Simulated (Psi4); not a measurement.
**ZrO (SMILES [O][Zr]) at HF/STO-3G**

Aim: the vertical singlet–triplet gap of ZrO at HF/STO-3G, from 2 runs. 

The results are computed with Psi4 1.11.

4 further runs of the same task are left out: 3 that didn't finish, 1 set aside as unsound or not needed. Runs told in other sessions of the task aren't counted.

### Step 1. The structure to begin with

The species is ZrO (2 atoms), meant as a singlet with charge 0. SMILES: `[O][Zr]`. Geometry: the measured bond length.

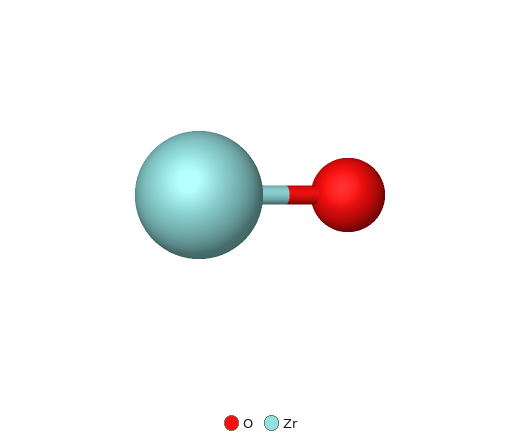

The structure, seen from a chosen angle (oxygen red, zirconium light teal).

### Step 2. A single-point energy at HF/STO-3G

The input, ozr.xyz:

```xyz
2
OZr
O      0.000000     0.000000     0.000000
Zr     0.000000     0.000000     1.711600
```

The input, ozr.py:

```python
import psi4

psi4.set_memory('1600 MB')
psi4.set_num_threads(1)
psi4.set_output_file('run.log', False)

with open('ozr.xyz') as f:
    atoms = ''.join(f.readlines()[2:])
molecule = psi4.geometry('0 1\n' + atoms + 'symmetry c1')

psi4.set_options(dict(basis='STO-3G', reference='rhf', puream=True, e_convergence=1e-09, d_convergence=1e-08, scf_type='pk'))

e_tot = psi4.energy("scf")
print('E =', round(e_tot, 9))
```

Run with:

```
$ python ozr.py
```

run.log:

```text
[...]
  Running in c1 symmetry.
[...]
  Nuclear repulsion =   98.934743756952585
[...]
  Multiplicity = 1
[...]
  Nalpha       = 24
  Nbeta        = 24
[...]
    Number of basis functions: 32
[...]
   @RHF iter   1: -3576.49279530221065   -1.36751e+00   1.60731e-02 DIIS/ADIIS
[...]
   @RHF iter  11: -3576.72249253524114   -9.09495e-12   1.65425e-09 DIIS
[...]
    Orbital Energies [Eh]
    ---------------------
    Doubly Occupied:
       1A   -643.474900     2A    -89.073991     3A    -82.699085
       4A    -82.699085     5A    -82.696979     6A    -20.143473
       7A    -15.326504     8A    -12.704447     9A    -12.704447
      10A    -12.699561    11A     -6.770796    12A     -6.770796
      13A     -6.767077    14A     -6.767077    15A     -6.766957
      16A     -2.315874    17A     -1.517712    18A     -1.443597
      19A     -1.443597    20A     -1.004181    21A     -0.289037
      22A     -0.288521    23A     -0.288521    24A     -0.069580
[...]
  @RHF Final Energy: -3576.72249253524114
   => Energetics <=
    Nuclear Repulsion Energy =             98.9347437569525852
    One-Electron Energy =               -5157.8628774890557906
    Two-Electron Energy =                1482.2056411968624161
    Total Energy =                      -3576.7224925352411447
[...]
 Multipole Moments:
 ------------------------------------------------------------------------------------
     Multipole            Electronic (a.u.)      Nuclear  (a.u.)        Total (a.u.)
 ------------------------------------------------------------------------------------
 L = 1.  Multiply by 2.5417464519 to convert [e a0] to [Debye]
 Dipole X            :          0.0000000            0.0000000            0.0000000
 Dipole Y            :         -0.0000000            0.0000000           -0.0000000
 Dipole Z            :          4.5214761           -2.4263389            2.0951372
 Magnitude           :                                                    2.0951372
[...]
```

Standard output:

```text
E = -3576.722492535
```

It took 6.3 s on 1 thread of AMD EPYC, shared host; peak memory 0.18 GiB.

### Step 3. The triplet: energy and forces at UHF/STO-3G

The input, job.json:

```json
{
  "schema_name": "qcschema_input",
  "schema_version": 1,
  "molecule": {
    "schema_name": "qcschema_molecule",
    "schema_version": 2,
    "symbols": ["O", "Zr"],
    "geometry": [0.0, 0.0, 0.0, 0.0, 0.0, 3.23445523],
    "molecular_charge": 0,
    "molecular_multiplicity": 3,
    "fix_symmetry": "c1",
    "fix_com": true,
    "fix_orientation": true
  },
  "driver": "gradient",
  "model": {
    "method": "scf",
    "basis": "STO-3G"
  },
  "keywords": {
    "reference": "uhf",
    "puream": true,
    "e_convergence": 1e-09,
    "d_convergence": 1e-08,
    "scf_type": "pk",
    "maxiter": 100
  }
}
```

Run with:

```
$ psi4 --qcschema job.json -n 1 --memory 1600MB
```

stdout:

```text
[...]
  Running in c1 symmetry.
[...]
  Nuclear repulsion =   98.934743950683782
[...]
  Multiplicity = 3
[...]
  Nalpha       = 25
  Nbeta        = 23
[...]
    Number of basis functions: 32
[...]
   @UHF iter   1: -3576.53790979641553   -1.41263e+00   1.61225e-02 DIIS/ADIIS
[...]
   @UHF iter  15: -3576.77435839261352   -2.27374e-12   4.41295e-09 DIIS
[...]
   @S^2 Observed:                2.106487137E+00
[...]
    Orbital Energies [Eh]
    ---------------------
    Alpha Occupied:
       1A   -643.523924     2A    -89.111485     3A    -82.736761
       4A    -82.736761     5A    -82.736291     6A    -20.146457
       7A    -15.350112     8A    -12.727416     9A    -12.725365
      10A    -12.725365    11A     -6.795924    12A     -6.794786
      13A     -6.793553    14A     -6.793553    15A     -6.792443
      16A     -2.331292    17A     -1.531546    18A     -1.472076
      19A     -1.472076    20A     -0.975174    21A     -0.282338
      22A     -0.256534    23A     -0.256534    24A     -0.122086
      25A     -0.119517
    Alpha Virtual:
[...]
  @UHF Final Energy: -3576.77435839261352
   => Energetics <=
    Nuclear Repulsion Energy =             98.9347439506837816
    One-Electron Energy =               -5156.9978663343445078
    Two-Electron Energy =                1481.2887639910472899
    Total Energy =                      -3576.7743583926135216
  UHF NO Occupations:
  HONO-2 :   23  A 1.9745829
  HONO-1 :   24  A 1.0000000
  HONO-0 :   25  A 1.0000000
  LUNO+0 :   26  A 0.0254171
  LUNO+1 :   27  A 0.0254171
[...]
 Multipole Moments:
 ------------------------------------------------------------------------------------
     Multipole            Electronic (a.u.)      Nuclear  (a.u.)        Total (a.u.)
 ------------------------------------------------------------------------------------
 L = 1.  Multiply by 2.5417464519 to convert [e a0] to [Debye]
 Dipole X            :          0.0000000            0.0000000            0.0000000
 Dipole Y            :         -0.0000000            0.0000000           -0.0000000
 Dipole Z            :       -127.2843024          129.3782092            2.0939068
 Magnitude           :                                                    2.0939068
[...]
  -Total Gradient:
     Atom            X                  Y                   Z
    ------   -----------------  -----------------  -----------------
       1       -0.000000000000    -0.000000000000     0.152865059461
       2        0.000000000000     0.000000000000    -0.152865059242
[...]
```

The result, in JSON:

```text
{
 "driver": "gradient",
 "model": {
  "method": "scf",
  "basis": "STO-3G"
 },
 "success": true,
 "return_result": [-1.6852135360725962e-15, -9.650012031909114e-15, 0.15286505946052198, 1.6852135360716827e-15, 9.650012031909638e-15, -0.15286505924237836],
 "properties": {
  "calcinfo_nbasis": 32,
  "calcinfo_nmo": 32,
  "calcinfo_nalpha": 25,
  "calcinfo_nbeta": 23,
  "calcinfo_natom": 2,
  "nuclear_repulsion_energy": 98.93474395068378,
  "return_energy": -3576.7743583926135,
  "return_gradient": [-1.6852135360725962e-15, -9.650012031909114e-15, 0.15286505946052198, 1.6852135360716827e-15, 9.650012031909638e-15, -0.15286505924237836],
  "scf_one_electron_energy": -5156.9978663343445,
  "scf_two_electron_energy": 1481.2887639910473,
  "scf_dipole_moment": [1.2124537363176049e-14, -4.5325959104170796e-14, 2.093906773333316],
  "scf_total_energy": -3576.7743583926135,
  "scf_total_gradient": [-1.6852135360725962e-15, -9.650012031909114e-15, 0.15286505946052198, 1.6852135360716827e-15, 9.650012031909638e-15, -0.15286505924237836],
  "scf_iterations": 15
 }
}
```

It took 7.5 s on 1 thread of AMD EPYC, shared host; peak memory 0.19 GiB.

### Step 4. Summary of results

At HF/STO-3G:

```
                                        quantity           value
                           singlet: total energy  -3576.72249 Eh
                          singlet: dipole moment          5.33 D
                            singlet: HOMO energy        -1.89 eV
                            singlet: LUMO energy         6.46 eV
                          singlet: HOMO–LUMO gap         8.35 eV
                           triplet: total energy  -3576.77436 Eh
                          triplet: dipole moment          5.32 D
     triplet: HOMO energy (highest over α and β)        -3.25 eV
      triplet: LUMO energy (lowest over α and β)         5.86 eV
                                   triplet: ⟨S²⟩           2.106
               triplet: largest force on an atom      7.861 eV/Å
vertical energy of the triplet above the singlet       -1.411 eV
```

**Reading.** At this shape the triplet lies 1.41 eV (33 kcal/mol) below the singlet. In a minimal basis such a difference can be off by several eV, whatever the method. Relativity is left out (singlet) although the molecule holds a heavy atom. ⟨S²⟩ (triplet) is 2.11 where a pure triplet has 2.00: the reference is spin-contaminated. Relativity is left out (triplet) although the molecule holds a heavy atom.
